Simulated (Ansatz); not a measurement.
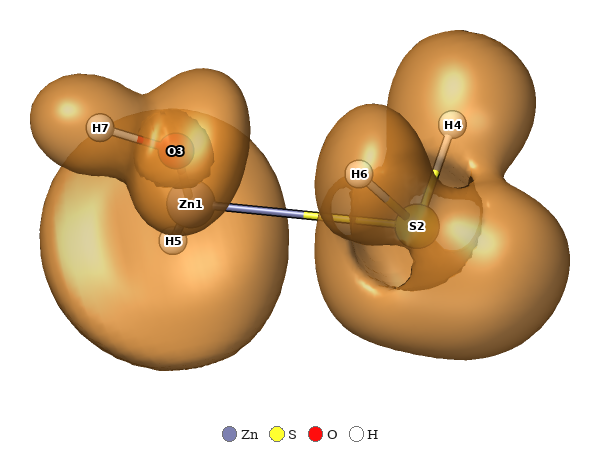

*H$_{4}$OSZn. Isosurface of the electron localisation function at 0.75 (orange), seen from one side. Core shells and regions of very low density are left out.*

The product side of a reaction path; geometry: PBE0-D4/def2-TZVP.

The calculation used Ansatz 0.2.0, RKS PBE0-D4/def2-TZVPP.

```xyz
7

Zn   -0.0600    1.1831   -0.0139
S     0.9425   -1.1305    1.0590
O    -0.3670    0.0537   -1.4026
H    -0.1747   -1.4358    1.7382
H     0.0323    2.3721    0.9422
H     0.3988   -1.4629   -0.1334
H    -0.7719    0.4203   -2.1894
```

### Where are the electrons localised?

At this value the surface marks out one region around a hydrogen nucleus, one joined region spread over several atoms (H, O), in which their bonds and any lone pairs are merged and one joined region spread over several atoms (H, S), in which their bonds and any lone pairs are merged.

Values along the shortest contacts:
Zn–O (1.82 Å): the ELF peaks at about 0.85 in the valence shell of O, 0.6 Å from its nucleus, and is about 0.20 at the midpoint. Zn–S (2.74 Å): the ELF peaks at about 0.90 in the valence shell of S, 0.9 Å from its nucleus, and drops to about 0.10 between the two atoms.
